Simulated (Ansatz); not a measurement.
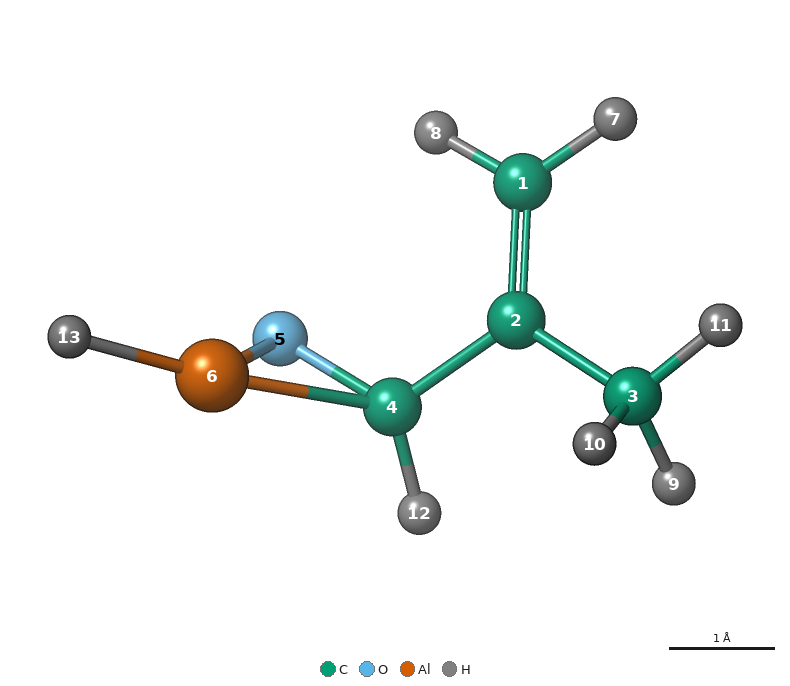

Numbered structure. The computed structure is the end point of a PBE-D4/def2-SVP optimisation. No frequency run is at hand to confirm it as a minimum.

Give these bond angles: C1–C2–C3, C1–C2–C4, C2–C1–H8, C2–C3–H9, C2–C3–H10, C2–C4–O5, C2–C4–Al6, C3–C2–C4, C4–O5–Al6, C4–Al6–O5, C4–Al6–H13, O5–C4–Al6.

| angle | degrees |
| --- | --- |
| C1–C2–C3 | 123.2 |
| C1–C2–C4 | 121.4 |
| C2–C1–H8 | 120.4 |
| C2–C3–H9 | 111.0 |
| C2–C3–H10 | 111.2 |
| C2–C4–O5 | 117.0 |
| C2–C4–Al6 | 121.3 |
| C3–C2–C4 | 115.4 |
| C4–O5–Al6 | 73.5 |
| C4–Al6–O5 | 46.2 |
| C4–Al6–H13 | 175.0 |
| O5–C4–Al6 | 60.3 |
